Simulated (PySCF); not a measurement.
## Single-point calculation of C2H4NSi (charge −1)

- system: C2H4NSi, charge −1
- method: HF/LANL2DZ, RHF, dispersion D4, core potentials lanl2dz (PySCF 2.14.0)

The geometry comes from this level: GFN2-xTB.

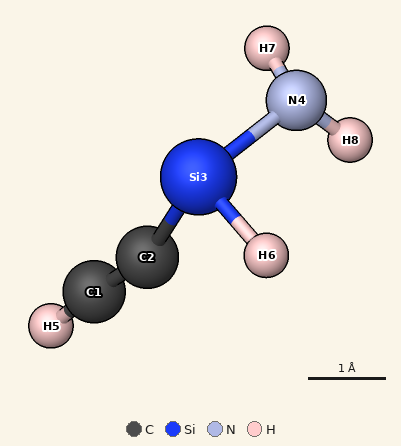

Figure 1. The structure as given in the input (ball-and-stick view, seen at a tilt; atoms are numbered from 1 in the order of the input).

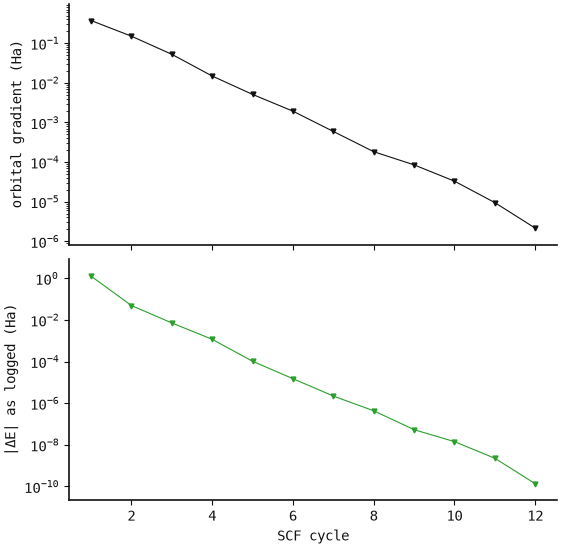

Figure 2. Convergence of the self-consistent field: orbital gradient and size of the energy change against the SCF cycle. The residual falls at every step.

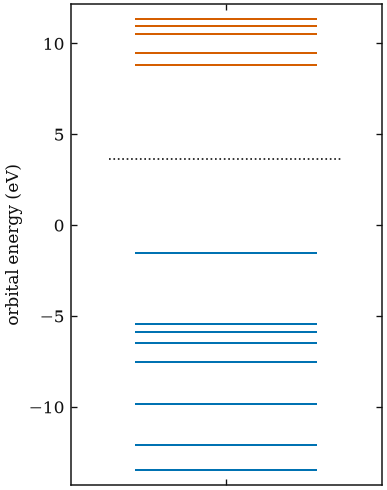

Figure 3. Orbital energies near the frontier; the dotted line parts filled from empty levels, and levels within 0.02 eV of each other stand side by side. Highest filled −1.55 eV, lowest empty 8.82 eV, 10.37 eV apart.

The input and output of the run follow.

Input file (job.py):
```python
from pyscf import gto

molecule = gto.M(
    atom='''
C    0.279050   1.853940  -1.189400
C    0.177520   1.083400  -0.260710
Si   0.551220  -0.169920   1.081360
N   -0.100430  -1.724230   0.469350
H    0.301890   2.546050  -1.994630
H   -0.569410   0.172850   2.046120
H    0.434460  -2.067110  -0.320570
H   -1.074300  -1.694990   0.168480
''',
    verbose=4,
    basis='lanl2dz',
    ecp={'Si': 'lanl2dz'},
    max_memory=1860,
    charge=-1,
)

mf = molecule.RHF()
mf = mf.density_fit(auxbasis='cc-pvdz-jkfit')
mf.disp = 'd4'
mf.kernel()

e_tot = mf.e_tot
print('Final energy', e_tot)
```

Launch command:
```bash
OMP_NUM_THREADS=1 python job.py
```

What the program printed:
```
PySCF version 2.14.0

[INPUT] num. atoms = 8
[INPUT] num. electrons = 28
[INPUT] charge = -1
[INPUT] spin (= nelec alpha-beta = 2S) = 0
[INPUT] symmetry False subgroup None
[INPUT] Mole.unit = angstrom
[INPUT] Symbol           X                Y                Z      unit          X                Y                Z       unit  Magmom
[INPUT]  1 C      0.279050000000   1.853940000000  -1.189400000000 AA    0.527328075060   3.503438851376  -2.247640252558 Bohr   0.0
[INPUT]  2 C      0.177520000000   1.083400000000  -0.260710000000 AA    0.335464181633   2.047329283354  -0.492670497935 Bohr   0.0
[INPUT]  3 Si     0.551220000000  -0.169920000000   1.081360000000 AA    1.041654834383  -0.321102263086   2.043474242060 Bohr   0.0
[INPUT]  4 N     -0.100430000000  -1.724230000000   0.469350000000 AA   -0.189785194690  -3.258322475759   0.886942956565 Bohr   0.0
[INPUT]  5 H      0.301890000000   2.546050000000  -1.994630000000 AA    0.570489419745   4.811337199449  -3.769304419841 Bohr   0.0
[INPUT]  6 H     -0.569410000000   0.172850000000   2.046120000000 AA   -1.076028952589   0.326639160631   3.866606417995 Bohr   0.0
[INPUT]  7 H      0.434460000000  -2.067110000000  -0.320570000000 AA    0.821010412079  -3.906271769350  -0.605789503752 Bohr   0.0
[INPUT]  8 H     -1.074300000000  -1.694990000000   0.168480000000 AA   -2.030132775620  -3.203066883877   0.318381057467 Bohr   0.0

nuclear repulsion = 72.4378174401151
number of shells = 27
number of NR pGTOs = 103
number of NR cGTOs = 43
basis = lanl2dz
ecp = {'Si': 'lanl2dz'}

******** <class 'pyscf.df.df_jk.DFRHF'> ********
method = DFRHF
initial guess = minao
damping factor = 0
level_shift factor = 0
DIIS = <class 'pyscf.scf.diis.CDIIS'>
diis_start_cycle = 1
diis_space = 8
diis_damp = 0
SCF conv_tol = 1e-09
SCF conv_tol_grad = None
SCF max_cycles = 50
direct_scf = False
Set gradient conv threshold to 3.16228e-05
Initial guess from minao.
******** <class 'pyscf.df.df.DF'> ********
auxbasis = cc-pvdz-jkfit
Calc dispersion correction with DFTD4.
Parameters: xc=hf, atm=True
init E= -134.849033425443
  HOMO = -0.0542457264862648  LUMO = 0.0960100783528119  gap/eV = 4.08867
cycle= 1 E= -136.120791525072  delta_E= -1.27  |g|= 0.375  |ddm|= 3.54
  HOMO = -0.0589296198642426  LUMO = 0.332408073682139  gap/eV = 10.64884
cycle= 2 E= -136.169834482592  delta_E= -0.049  |g|= 0.151  |ddm|= 0.781
  HOMO = -0.0562038337261939  LUMO = 0.321638002055749  gap/eV = 10.28160
cycle= 3 E= -136.176984137576  delta_E= -0.00715  |g|= 0.0526  |ddm|= 0.238
  HOMO = -0.0563899080727079  LUMO = 0.322989733323109  gap/eV = 10.32345
cycle= 4 E= -136.17815215971  delta_E= -0.00117  |g|= 0.0149  |ddm|= 0.144
  HOMO = -0.0565140481951225  LUMO = 0.324555722637022  gap/eV = 10.36944
cycle= 5 E= -136.178254667164  delta_E= -0.000103  |g|= 0.00511  |ddm|= 0.0327
  HOMO = -0.0571986020727646  LUMO = 0.324080440195113  gap/eV = 10.37513
cycle= 6 E= -136.178269688075  delta_E= -1.5e-05  |g|= 0.00193  |ddm|= 0.0165
  HOMO = -0.0570317854062168  LUMO = 0.324014118621415  gap/eV = 10.36879
cycle= 7 E= -136.178271888944  delta_E= -2.2e-06  |g|= 0.000594  |ddm|= 0.00525
  HOMO = -0.0569837601554948  LUMO = 0.324062737206242  gap/eV = 10.36880
cycle= 8 E= -136.178272320266  delta_E= -4.31e-07  |g|= 0.000183  |ddm|= 0.00297
  HOMO = -0.0570203899706776  LUMO = 0.324044055621675  gap/eV = 10.36929
cycle= 9 E= -136.178272373496  delta_E= -5.32e-08  |g|= 8.51e-05  |ddm|= 0.00082
  HOMO = -0.0570067729245558  LUMO = 0.324050093830794  gap/eV = 10.36909
cycle= 10 E= -136.178272387728  delta_E= -1.42e-08  |g|= 3.3e-05  |ddm|= 0.000391
  HOMO = -0.0570117848762131  LUMO = 0.324048010746974  gap/eV = 10.36917
cycle= 11 E= -136.178272389988  delta_E= -2.26e-09  |g|= 9.49e-06  |ddm|= 0.000179
  HOMO = -0.057011160050541  LUMO = 0.324048043738875  gap/eV = 10.36915
cycle= 12 E= -136.178272390123  delta_E= -1.35e-10  |g|= 2.15e-06  |ddm|= 4.44e-05
  HOMO = -0.0570112292544245  LUMO = 0.32404827729736  gap/eV = 10.36916
Extra cycle  E= -136.178272390126  delta_E= -2.5e-12  |g|= 1.23e-06  |ddm|= 6.68e-06
converged SCF energy = -136.178272390126
Final energy -136.1782723901259
```

Key numbers:

```json
{"quantity": "outcome", "value": "converged"}
{"quantity": "total energy", "value": "−136.178272 hartree"}
{"quantity": "dispersion energy", "value": "−0.024743 hartree"}
{"quantity": "basis functions", "value": "43"}
{"quantity": "HOMO", "value": "−1.55 eV"}
{"quantity": "LUMO", "value": "8.82 eV"}
{"quantity": "hardware", "value": "1 thread of Intel Xeon @ 2.50GHz (Skylake/Cascade Lake), 189 GiB of memory available, shared host"}
{"quantity": "wall time", "value": "3.3 s"}
{"quantity": "peak memory", "value": "0.13 GiB"}
```

The record of the run, not the program, notes: dipole of an ion depends on the origin.
